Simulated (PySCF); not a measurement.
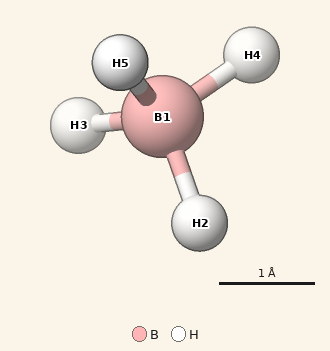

Fig. 1: The starting structure (ball-and-stick view, seen at a tilt; atoms are numbered from 1 in the order of the input).

Run report: BH4 (charge −1), geometry relaxation

- system: BH4 (B2H6x), charge −1, SMILES [BH4-]
- method: PBE0-D3(BJ)/def2-SVP geometry optimisation, gas phase (PySCF 2.14.0)

Input file:
```
{"job": {"xc": "PBE0", "basis": "def2-SVP", "d3": "d3bj", "grid": 1, "kind": "geom"}, "charge": -1, "multiplicity": 1}
B      0.003770     0.000750    -0.006690
H     -0.782840    -0.819510    -0.473570
H      0.165780    -0.221240     1.191120
H     -0.450420     1.132380    -0.156220
H      1.080950    -0.086680    -0.589010
```

The first line tells a small driver script what to run in PySCF; the rest is the geometry in Å.

Machine: 1 CPU thread, shared host.

The program's output:
```
step   0  E = -27.17949708  max force = 0.008829
step   1  E = -27.18031495  max force = 0.000817
step   2  E = -27.18032247  max force = 0.000045
step   3  E = -27.18032249  max force = 0.000009
optimisation converged
```

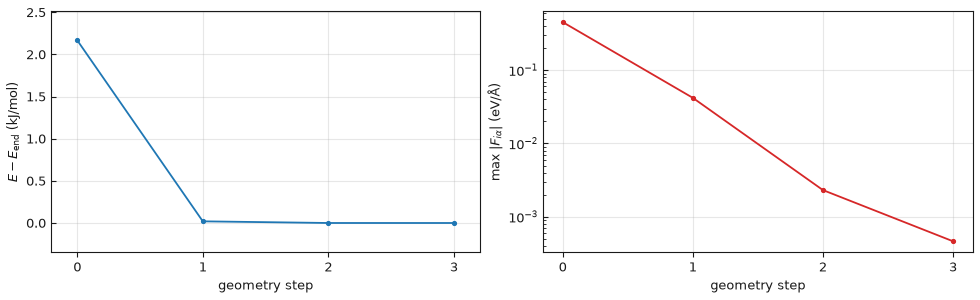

Fig. 2: Progress of the relaxation, step by step (steps are counted from 0).

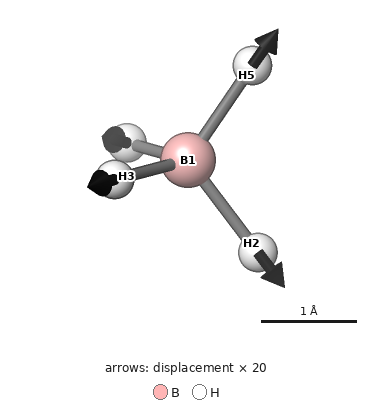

Fig. 3: The starting structure with the displacements as black arrows, magnified 20 times (ball-and-stick view, seen at a tilt). The two geometries are laid on each other by the best rigid fit. The largest moves after the best rigid fit, 0.025 Å, are those of H4 and H5. By element the largest moves are H 0.025 Å, B 0.001 Å. Among the contacts that change: B1–H2 1.229 → 1.252 Å. Over 3 geometry steps the energy falls by 2.17 kJ/mol. The largest force component goes from 0.45 to 0.00046 eV/Å. (Atoms are counted from 1 in the order of the input.)

Key numbers:

| quantity | value |
| --- | --- |
| outcome | converged |
| total energy | −27.180322 hartree |
| point group | Td |
| wall time | 1.1 s |
| peak memory | 0.23 GiB |
